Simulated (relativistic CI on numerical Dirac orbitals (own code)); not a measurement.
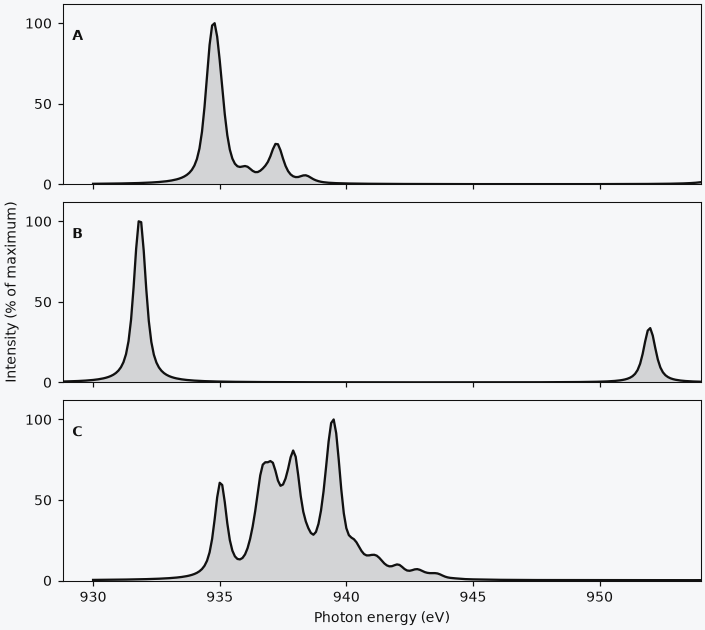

L₂,₃ X-ray absorption of Cu III (Cu²⁺), [Ar] 3d⁹, in 3 environments. Multiplet model: relativistic Dirac–Coulomb–Breit theory, one configuration a step, Slater integrals scaled by 0.8, 300 K, Voigt broadening (Lorentzian 0.4 eV, Gaussian 0.3 eV full widths), computed with a radial Dirac CI code.

(1) a field of Oh symmetry with 10Dq = 9,700 cm⁻¹
(2) a field of Oh symmetry with 10Dq = 12,550 cm⁻¹
(3) a field of Oh symmetry with 10Dq = 15,400 cm⁻¹

Question: Match the spectra to the environments.

Answer: A is (2), ground-state S = 1.00, maxima at 934.8 eV (100), 937.2 eV (25), 955.1 eV (24) and 956.4 eV (26); B is (1), ground-state S = 0.50, maxima at 931.8 eV (100) and 952.0 eV (34); C is (3), ground-state S = 1.50, maxima at 935.0 eV (61), 937.0 eV (74), 937.9 eV (81), 939.5 eV (100), 942.0 eV (10), 942.8 eV (7), 958.2 eV (21), 959.3 eV (25) and 960.1 eV (20) (heights in % of each maximum).

Known limits: free-ion energies, so absolute edge positions are off by a few eV from solids.
